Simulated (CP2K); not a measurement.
# B2PH4F (SMILES BPBF): PM3

What is the energy change on altering one bond length of B2PH4F at PM3? 

The calculation is run with CP2K 2026.2.

2 further runs of the same task are left out: 1 that didn't finish, 1 set aside as unsound or not needed.

**1. The structure to begin with**

The species is B2PH4F (8 atoms), meant as a singlet with charge 0. As SMILES, `BPBF`. The coordinates come from a GFN2-xTB relaxation. This is one conformer, not always the lowest.

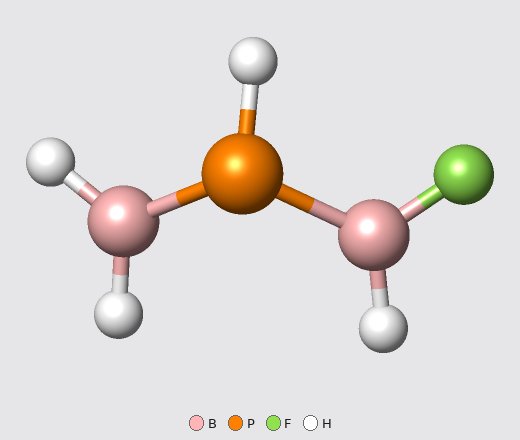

Viewed from a chosen angle; boron pink, phosphorus orange, fluorine green, hydrogen white.

**2. Energy and gradient at PM3**

job.inp

```
&GLOBAL
  PROJECT job
  RUN_TYPE ENERGY_FORCE
  PRINT_LEVEL MEDIUM
&END GLOBAL

&FORCE_EVAL
  METHOD QUICKSTEP
  &DFT
    CHARGE 0
    MULTIPLICITY 1
    &QS
      METHOD PM3
      EPS_DEFAULT 1.0E-10
      &SE
        &COULOMB
          CUTOFF [angstrom] 50
          RC_RANGE [angstrom] 0
        &END COULOMB
        &EXCHANGE
          CUTOFF [angstrom] 50
          RC_RANGE [angstrom] 0
        &END EXCHANGE
      &END SE
    &END QS
    &POISSON
      PERIODIC NONE
      POISSON_SOLVER ANALYTIC
    &END POISSON
    &SCF
      SCF_GUESS ATOMIC
      EPS_SCF 1.0E-07
      MAX_SCF 100
      ADDED_MOS 2
      &DIAGONALIZATION
        ALGORITHM STANDARD
      &END DIAGONALIZATION
      &MIXING
        METHOD DIRECT_P_MIXING
        ALPHA 0.4
      &END MIXING
    &END SCF
    &PRINT
      &MOMENTS
        PERIODIC F
        REFERENCE COM
        MAX_MOMENT 1
      &END MOMENTS
      &MO ON
        ENERGIES T
        OCCUPATION_NUMBERS T
        NDIGITS 6
        &EACH
          QS_SCF 0
        &END EACH
        ADD_LAST NUMERIC
      &END MO
      &HIRSHFELD OFF
      &END HIRSHFELD
    &END PRINT
  &END DFT
  &SUBSYS
    &CELL
      ABC [angstrom] 19 21.1 17.7
      PERIODIC NONE
    &END CELL
    &COORD
      UNIT bohr
      B     -0.3353886     2.9848602    -0.1658613
      P      1.3992288     0.0819952     0.2853864
      B     -0.4991145    -2.8036544     0.5711508
      F      0.3231621    -4.9453566    -0.4253018
      H      0.5098670     4.6126703    -1.3904794
      H     -2.2374735     3.2449999     0.9277232
      H      3.2490817    -0.2981988    -1.4995544
      H     -2.4093630    -2.8773159     1.6969363
    &END COORD
    &TOPOLOGY
      &CENTER_COORDINATES
      &END CENTER_COORDINATES
    &END TOPOLOGY
  &END SUBSYS
  &PRINT
    &FORCES ON
    &END FORCES
  &END PRINT
&END FORCE_EVAL
```

Command:

```sh
OMP_NUM_THREADS=1 cp2k.psmp -i job.inp -o job.out
```

Log:

```text
CP2K| version string:                                       CP2K version 2026.2
[...]
 GLOBAL| Method name                                                        CP2K
[...]
 GLOBAL| Run type                                                   ENERGY_FORCE
[...]
                             - Atoms:                                          8
[...]
                             - Spherical basis functions:                     20
[...]
 Number of electrons:                                                         22
[...]
     1 P_Mix/Diag. 0.40E+00    0.0     0.66100716       -23.2283724446 -2.32E+01
[...]
    26 DIIS/Diag.  0.73E-07    0.0     0.00000005       -27.1769320064 -1.39E-13
  *** SCF run converged in    26 steps ***
  Core-core repulsion energy [eV]:                            993.68740655281943
  Core Hamiltonian energy [eV]:                             -1194.55575745622968
  Two-electron integral energy [eV]:                        -1077.30715593106038
  Electronic energy [eV]:                                   -1733.20933542175976
  Total energy [eV]:                                         -739.52192886894045
  Atomic reference energy [eV]:                               736.89190844031850
  Heat of formation [kcal/mol]:                               -60.64971669837441
[...]
 SE_DIPOLE| Moment [Debye]          1.21794783      -0.74389887       1.10648789
 SE_DIPOLE| Derivative [a.u.]       0.00000000       0.00000000       0.00000000
 ENERGY| Total FORCE_EVAL ( QS ) energy [hartree]            -27.176932006372759
 FORCES| Atomic forces [hartree/bohr]
 FORCES|   Atom     x               y               z               |f|
 FORCES|      1  1.03011040E-02 -1.57588530E-02  2.87765080E-03   1.90456049E-02
 FORCES|      2 -7.76915161E-03 -5.07495991E-04 -3.32652636E-03   8.46658411E-03
 FORCES|      3  1.12961265E-02  4.41923286E-03 -4.91436851E-03   1.30875174E-02
 FORCES|      4  2.77365797E-03 -1.91464993E-03 -1.71872938E-03   3.78326493E-03
 FORCES|      5  1.40375434E-03  5.24287801E-03 -3.19657969E-03   6.29892195E-03
 FORCES|      6 -5.16121350E-03  1.48576318E-03  1.46025800E-03   5.56578570E-03
 FORCES|      7 -6.48387931E-03  1.86095502E-03  4.13576109E-03   7.91254475E-03
 FORCES|      8 -6.36039834E-03  5.17216983E-03  4.68253404E-03   9.44098156E-03
 FORCES| Sum    -1.87350135E-16 -4.78783679E-16 -1.24900090E-16
 FORCES| Total atomic force                                       5.29087816E-16
[...]
```

It took 0.42 s on 1 thread of Arm Neoverse N1, shared host; peak memory 0.14 GiB.

**3. The distorted shape at the same level**

qs.inp

```
&GLOBAL
   PROJECT_NAME qs
   RUN_TYPE ENERGY_FORCE
   PRINT_LEVEL MEDIUM
&END GLOBAL

&FORCE_EVAL
   METHOD Quickstep
   &DFT
      ! Quickstep
      &QS
         METHOD PM3
         EPS_DEFAULT 1.0E-10
         &SE
            &COULOMB
               CUTOFF [angstrom] 50
               RC_RANGE [angstrom] 0
            &END COULOMB
            &EXCHANGE
               CUTOFF [angstrom] 50
               RC_RANGE [angstrom] 0
            &END EXCHANGE
         &END SE
      &END QS
      &POISSON
         PERIODIC NONE
         POISSON_SOLVER ANALYTIC
      &END POISSON
      &SCF
         SCF_GUESS ATOMIC
         EPS_SCF 1.0E-07
         MAX_SCF 100
         ADDED_MOS 2
         &DIAGONALIZATION
            ALGORITHM STANDARD
         &END DIAGONALIZATION
         &MIXING
            METHOD DIRECT_P_MIXING
            ALPHA 0.4
         &END MIXING
      &END SCF
      ! extra output
      &PRINT
         &MOMENTS
            PERIODIC F
            REFERENCE COM
            MAX_MOMENT 1
         &END MOMENTS
         &MO ON
            ENERGIES T
            OCCUPATION_NUMBERS T
            NDIGITS 6
            &EACH
               QS_SCF 0
            &END EACH
            ADD_LAST NUMERIC
         &END MO
         &HIRSHFELD OFF
         &END HIRSHFELD
      &END PRINT
   &END DFT
   ! structure
   &SUBSYS
      ! vacuum box
      &CELL
         ABC 19.1 21.1 17.7
         PERIODIC NONE
      &END CELL
      &COORD
         UNIT bohr
         B      0.0450152     2.9328342    -0.3845706
         P      1.7796326     0.0299692     0.0666771
         B     -0.1187107    -2.8556804     0.3524415
         F      0.7035658    -4.9973826    -0.6440111
         H      0.8902708     4.5606442    -1.6091887
         H     -2.2374735     3.2449999     0.9277232
         H      3.6294855    -0.3502248    -1.7182637
         H     -2.0289593    -2.9293419     1.4782269
      &END COORD
      &TOPOLOGY
         &CENTER_COORDINATES
         &END CENTER_COORDINATES
      &END TOPOLOGY
   &END SUBSYS
   &PRINT
      &FORCES ON
      &END FORCES
   &END PRINT
&END FORCE_EVAL
```

Command:

```sh
OMP_NUM_THREADS=1 cp2k.psmp -i qs.inp > qs.out 2>&1
```

Log:

```text
CP2K| version string:                                       CP2K version 2026.2
[...]
 GLOBAL| Method name                                                        CP2K
[...]
 GLOBAL| Run type                                                   ENERGY_FORCE
[...]
                             - Atoms:                                          8
[...]
                             - Spherical basis functions:                     20
[...]
 Number of electrons:                                                         22
[...]
     1 P_Mix/Diag. 0.40E+00    0.0     0.66126305       -23.2743812987 -2.33E+01
[...]
    27 DIIS/Diag.  0.57E-07    0.0     0.00000006       -27.1623815513 -4.62E-14
  *** SCF run converged in    27 steps ***
  Core-core repulsion energy [eV]:                            987.55483541519709
  Core Hamiltonian energy [eV]:                             -1193.41941146725526
  Two-electron integral energy [eV]:                        -1066.52282959934223
  Electronic energy [eV]:                                   -1726.68082626692626
  Total energy [eV]:                                         -739.12599085172917
  Atomic reference energy [eV]:                               736.89190844031850
  Heat of formation [kcal/mol]:                               -51.51916839059439
[...]
 SE_DIPOLE| Moment [Debye]          1.15737248      -0.72592288       1.15865839
 SE_DIPOLE| Derivative [a.u.]       0.00000000       0.00000000       0.00000000
 ENERGY| Total FORCE_EVAL ( QS ) energy [hartree]            -27.162381551339045
 FORCES| Atomic forces [hartree/bohr]
 FORCES|   Atom     x               y               z               |f|
 FORCES|      1 -4.35135000E-02 -7.92760672E-03  3.35826131E-02   5.55343455E-02
 FORCES|      2 -8.46376077E-03 -2.53760147E-04 -3.30668253E-03   9.09031297E-03
 FORCES|      3  1.13392209E-02  4.12542378E-03 -4.81325376E-03   1.29909378E-02
 FORCES|      4  2.69877737E-03 -1.81756369E-03 -1.69643354E-03   3.66944462E-03
 FORCES|      5  2.28674316E-03  5.99239568E-03 -4.12551256E-03   7.62612970E-03
 FORCES|      6  4.82903931E-02 -7.00663120E-03 -2.85060409E-02   5.65123819E-02
 FORCES|      7 -6.26113798E-03  1.73265283E-03  4.19799900E-03   7.73479995E-03
 FORCES|      8 -6.37673583E-03  5.15508946E-03  4.66731119E-03   9.43512062E-03
 FORCES| Sum     4.16333634E-17  1.28369537E-16 -1.52655666E-16
 FORCES| Total atomic force                                       2.03754331E-16
[...]
```

It took 0.42 s on 1 thread of Arm Neoverse N1, shared host; peak memory 0.14 GiB.

**4. What came out**

Level: PM3.

| quantity | value |
| --- | --- |
| first shape: total energy | -27.17693 Eh |
| first shape: dipole moment | 1.81 D |
| first shape: HOMO energy | -8.91 eV |
| first shape: LUMO energy | -0.55 eV |
| first shape: HOMO–LUMO gap | 8.35 eV |
| first shape: heat of formation at this unrelaxed shape | -60.6 kcal/mol |
| first shape: largest force on an atom | 0.979 eV/Å |
| distorted shape: total energy | -27.16238 Eh |
| distorted shape: dipole moment | 1.79 D |
| distorted shape: HOMO energy | -8.93 eV |
| distorted shape: LUMO energy | -0.56 eV |
| distorted shape: HOMO–LUMO gap | 8.37 eV |
| distorted shape: heat of formation at this unrelaxed shape | -51.5 kcal/mol |
| distorted shape: largest force on an atom | 2.906 eV/Å |
| energy change with the B1–H6 bond stretched from 1.169 to 1.403 Å | 0.396 eV |

In words: With the B1–H6 bond stretched from 1.169 to 1.403 Å the energy rises by 0.40 eV (38.2 kJ/mol). The first shape isn't relaxed at this level, so the change isn't measured from a minimum. The largest force (first shape) is 0.98 eV/Å: the shape isn't a stationary point for this species at this level.
